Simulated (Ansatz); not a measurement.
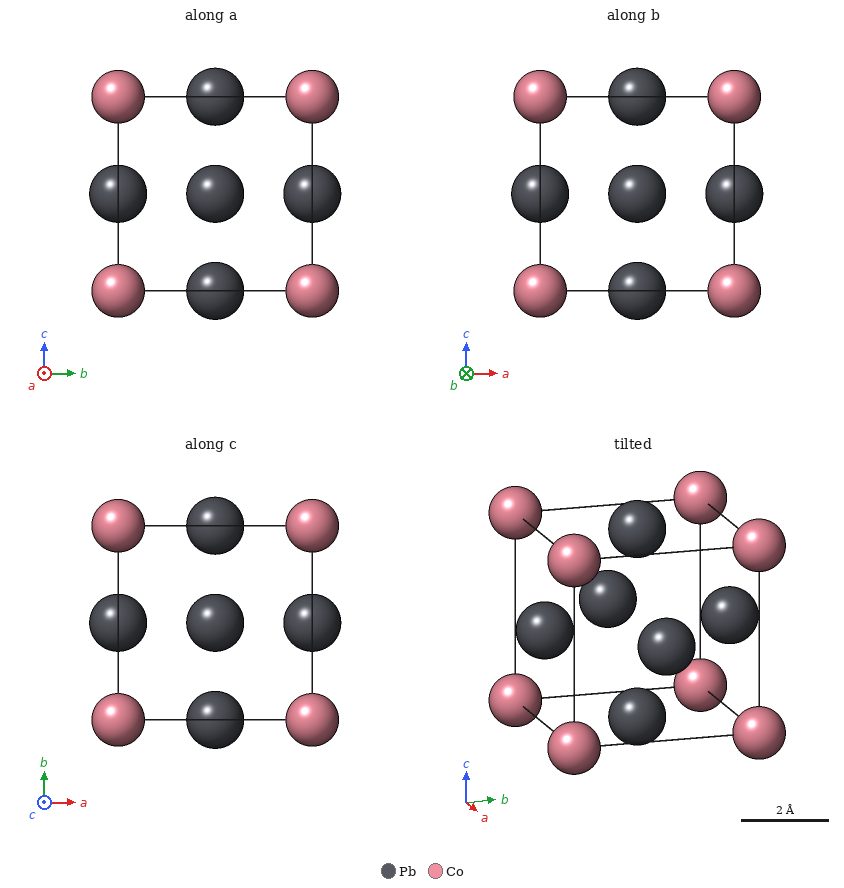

A spheres-only rendering, viewed along the a axis, along the b axis, along the c axis and slightly off an axis. Lines trace the edges of the conventional unit cell.

Lattice parameters: a = 4.481 Å, b = 4.481 Å, c = 4.481 Å, α = 90.00°, β = 90.00°, γ = 90.00°.

> From the views, write a table of Wyckoff sites.

Space group Pm-3m (No. 221).
| atom | site | x | y | z |
| --- | --- | --- | --- | --- |
| Pb | 3c | 0.0000 | 0.5000 | 0.5000 |
| Co | 1a | 0.0000 | 0.0000 | 0.0000 |

The starting point was a structure type filled with these elements by a generator (whether the compound takes this form wasn't checked). Earlier steps of the study may have refined or changed the cell and positions. It went into a calculation with Ansatz.

At this level of theory the cell isn't at rest (compressed, at 6 GPa), so its distances can differ from those at equilibrium, the more so the softer the solid.
